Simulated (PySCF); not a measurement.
# B2PH3ClF (SMILES BPB(F)Cl): levels of theory compared

Wanted: a comparison of 6 runs (HF/3-21G, HF/def2-SVP, M06-2X/def2-SVP, PBE0/def2-TZVP, MP2/pcseg-1, MP2/6-311+G**) of B2PH3ClF. The job is set up through a Python script.

The results are computed with PySCF 2.14.0.

## (1) The system as given

B2PH3ClF has 8 atoms, charge 0, and is taken as a singlet. SMILES: `BPB(F)Cl`. The shape is that of a PBE0-D4/def2-TZVP optimisation. This is one conformer, not always the lowest.

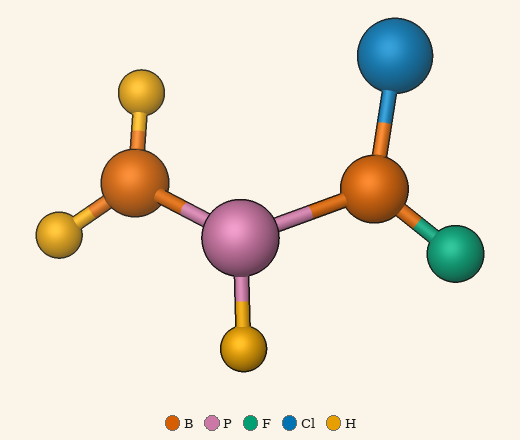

The structure, seen from a chosen angle (boron orange, phosphorus pink, fluorine teal, chlorine blue, hydrogen amber).

## (2) Energy and gradient at HF/3-21G (run 1)

job.py

```python
from pyscf import gto, scf

system = gto.Mole()
system.atom = '''
B   -0.167000   0.427500   1.498200
P    0.147200  -0.863800   0.226400
B    0.347200  -0.109500  -1.490900
F   -0.202200  -0.684800  -2.541000
Cl   1.338400   1.308800  -1.735200
H   -0.876500   0.176900   2.422100
H    0.437700   1.450300   1.421900
H   -0.932700  -1.762600   0.142700
'''
system.verbose = 4
system.spin = 0
system.max_memory = 1860
system.basis = '3-21g'
system.build()

calc0 = scf.RHF(system)
calc0.conv_tol = 1e-10
calc0.kernel()
if not calc0.converged:
    calc0 = calc0.newton().run(calc0.mo_coeff, calc0.mo_occ)

etot = calc0.e_tot
print('Final energy', etot)
grad = calc0.nuc_grad_method().kernel()
calc0.analyze()
```

Started as:

```
$ OMP_NUM_THREADS=1 python job.py
```

Output:

```text
PySCF version 2.14.0

[... 78 lines left out ...]
Total Energy =                        -946.112582848264765
[... 9 lines left out ...]
MO #3   energy= -26.2250759084439  occ= 2
[... 7 lines left out ...]
MO #11  energy= -5.35065418956362  occ= 2
[... 7 lines left out ...]
MO #19  energy= -0.704912471196646 occ= 2
[... 7 lines left out ...]
MO #27  energy= -0.378184183967398 occ= 2
[... 7 lines left out ...]
MO #35  energy= 0.376925721670342  occ= 0
[... 7 lines left out ...]
MO #43  energy= 0.678271996222966  occ= 0
[... 7 lines left out ...]
MO #51  energy= 1.01244928923742   occ= 0
[... 7 lines left out ...]
MO #59  energy= 3.99546667615922   occ= 0
[... 70 lines left out ...]
Dipole moment(X, Y, Z, Debye): -1.40596, -0.65395,  1.19429
```

Wall time 3.3 s (1 thread of Intel Xeon at 2.70GHz, shared host); peak memory 0.13 GiB.

## (3) Energy and forces at HF/def2-SVP (run 2)

input.py

```python
# BPB(F)Cl
import pyscf.grad
from pyscf import gto, scf

molecule = gto.Mole()
molecule.atom = '''
B     -0.167000     0.427500     1.498200
P      0.147200    -0.863800     0.226400
B      0.347200    -0.109500    -1.490900
F     -0.202200    -0.684800    -2.541000
Cl     1.338400     1.308800    -1.735200
H     -0.876500     0.176900     2.422100
H      0.437700     1.450300     1.421900
H     -0.932700    -1.762600     0.142700
'''
molecule.spin = 0
molecule.max_memory = 1860
molecule.verbose = 4
molecule.basis = 'def2-svp'
molecule.build()

myscf = scf.RHF(molecule)
myscf.conv_tol = 1e-10
myscf.kernel()
if not myscf.converged:
    myscf = myscf.newton().run(myscf.mo_coeff, myscf.mo_occ)

e_final = myscf.e_tot
print(f'total energy: {e_final:.8f} hartree')
grad = myscf.Gradients().kernel()
dip = myscf.dip_moment()
pop, q = myscf.mulliken_pop()
```

Started as:

```
$ OMP_NUM_THREADS=1 python input.py
```

Output:

```text
PySCF version 2.14.0

[... 66 lines left out ...]
converged SCF energy = -950.516944316135
total energy: -950.51694432 hartree
[... 11 lines left out ...]
Dipole moment(X, Y, Z, Debye): -0.70884, -0.27009,  0.89148
[... 102 lines left out ...]
charge of    7H =      0.00838
```

It took 14 s on 1 thread of Intel Xeon at 2.70GHz, shared host; peak memory 0.19 GiB.

Run 3 isn't shown in full; the table further down has it.

## (4) Energy and forces at PBE0/def2-TZVP (run 4)

calc.py

```python
import pyscf.grad
from pyscf import gto, dft

system = gto.M(
    atom='''
B   -0.167000   0.427500   1.498200
P    0.147200  -0.863800   0.226400
B    0.347200  -0.109500  -1.490900
F   -0.202200  -0.684800  -2.541000
Cl   1.338400   1.308800  -1.735200
H   -0.876500   0.176900   2.422100
H    0.437700   1.450300   1.421900
H   -0.932700  -1.762600   0.142700
''',
    basis='def2-tzvp',
    charge=0,
    verbose=3,
    max_memory=1860,
    spin=0,
)

calc0 = dft.RKS(system)
calc0.xc = 'pbe0'
calc0.grids.level = 5
calc0.conv_tol = 1e-10
calc0.kernel()
if not calc0.converged:
    calc0 = calc0.newton().run(calc0.mo_coeff, calc0.mo_occ)

energy = calc0.e_tot
print('E(%s) = %.9f' % ('PBE0', energy))
grad = calc0.Gradients().kernel()
calc0.analyze()
```

Started as:

```
$ OMP_NUM_THREADS=1 python calc.py
```

Output:

```text
converged SCF energy = -952.625037813464
[... 18 lines left out ...]
MO #9   energy= -6.80674919239838  occ= 2
[... 21 lines left out ...]
MO #31  energy= 0.037895321738084  occ= 0
[... 21 lines left out ...]
MO #53  energy= 0.389456689257223  occ= 0
[... 21 lines left out ...]
MO #75  energy= 0.785966526455438  occ= 0
[... 21 lines left out ...]
MO #97  energy= 1.54759822003558   occ= 0
[... 21 lines left out ...]
MO #119 energy= 1.95511969062362   occ= 0
[... 21 lines left out ...]
MO #141 energy= 2.5087669021085    occ= 0
[... 21 lines left out ...]
MO #163 energy= 6.857607040541     occ= 0
[... 21 lines left out ...]
MO #185 energy= 57.2259841919363   occ= 0
[... 9 lines left out ...]
Dipole moment(X, Y, Z, Debye): -0.49594, -0.52125,  0.62090
```

Run time: 3.5 min. Hardware: 1 thread of Intel Xeon at 2.70GHz, shared host; peak memory 2.6 GiB.

Run 5 isn't shown in full; the table further down has it.

## (5) Energy and forces at MP2/6-311+G(d,p) (run 6)

job.py

```python
from pyscf import gto, mp

molecule = gto.M(
    atom=[
    ('B', (-0.167000, 0.427500, 1.498200)),
    ('P', (0.147200, -0.863800, 0.226400)),
    ('B', (0.347200, -0.109500, -1.490900)),
    ('F', (-0.202200, -0.684800, -2.541000)),
    ('Cl', (1.338400, 1.308800, -1.735200)),
    ('H', (-0.876500, 0.176900, 2.422100)),
    ('H', (0.437700, 1.450300, 1.421900)),
    ('H', (-0.932700, -1.762600, 0.142700)),
],
    verbose=4,
    max_memory=1860,
    basis='6-311+g**',
)

mf = molecule.RHF()
mf.conv_tol = 1e-10
mf.kernel()
if not mf.converged:
    mf = mf.newton().run(mf.mo_coeff, mf.mo_occ)

pt = mp.MP2(mf, frozen=13).run()
e_final = pt.e_tot
print('E = %.10f Eh' % e_final)
grad = pt.nuc_grad_method().kernel()
mf.analyze()
```

Started as:

```
$ OMP_NUM_THREADS=1 python job.py
```

Output:

```text
PySCF version 2.14.0

[... 90 lines left out ...]
DFT Exchange-Correlation Energy =      -69.242003017931779
[... 19 lines left out ...]
MO #18  energy= -0.726861671433771 occ= 2
[... 17 lines left out ...]
MO #36  energy= 0.109613764348372  occ= 0
[... 17 lines left out ...]
MO #54  energy= 0.39253656267625   occ= 0
[... 17 lines left out ...]
MO #72  energy= 0.755545141706672  occ= 0
[... 17 lines left out ...]
MO #90  energy= 1.38637225283672   occ= 0
[... 17 lines left out ...]
MO #108 energy= 2.18799578504401   occ= 0
[... 17 lines left out ...]
MO #126 energy= 4.40532633261333   occ= 0
[... 17 lines left out ...]
MO #144 energy= 219.360658616405   occ= 0
[... 155 lines left out ...]
Dipole moment(X, Y, Z, Debye): -0.77245, -0.32575,  1.08703
```

It took 1.8 min on 1 thread of Intel Xeon at 2.70GHz, shared host; peak memory 1.9 GiB.

## (6) Overview of the runs

```
run            level  integration grid  frozen core orbitals  energy (Eh)  dipole moment (D) of the reference  HOMO energy (eV)  LUMO energy (eV)  wall time
  1         HF/3-21G                 –                     –  -946.112583                                1.96            -10.29              1.67      3.3 s
  2      HF/def2-SVP                 –                     –  -950.516944                                1.17             -9.99              1.72       14 s
  3  M06-2X/def2-SVP                 5                     –  -952.536450                                0.97             -8.68             -0.90       75 s
  4   PBE0/def2-TZVP                 5                     –  -952.625038                                0.95             -7.82             -1.99    3.5 min
  5      MP2/pcseg-1                 –                    13  -951.364344                                1.54            -10.11              1.46       37 s
  6    MP2/6-311+G**                 –                    13  -951.577875                                1.37            -10.04              1.11    1.8 min
```

## (7) Outcome

| quantity | value |
| --- | --- |
| run 6: total energy | -951.57788 Eh |
| run 6: dipole moment (Hartree–Fock density) | 1.37 D |
| run 6: HOMO energy (Hartree–Fock orbitals) | -10.04 eV |
| run 6: LUMO energy (Hartree–Fock orbitals) | 1.11 eV |
| run 6: HOMO–LUMO gap (Hartree–Fock orbitals) | 11.15 eV |
| run 6: correlation energy (13 core orbitals frozen) | -639.9 mEh |
| run 6: largest force on an atom | 0.453 eV/Å |

What this shows: Over runs 1, 2, 3, 4 the dipole moment (its size) runs from 0.95 D (PBE0/def2-TZVP) to 1.96 D (HF/3-21G). The two ends differ in method and basis. Over runs 1, 2, 3, 4 the HOMO–LUMO gap runs from 5.83 eV (PBE0/def2-TZVP) to 11.96 eV (HF/3-21G). Totals of different functionals can't be ranked against each other. All runs together took 7.5 min, the longest 3.5 min.
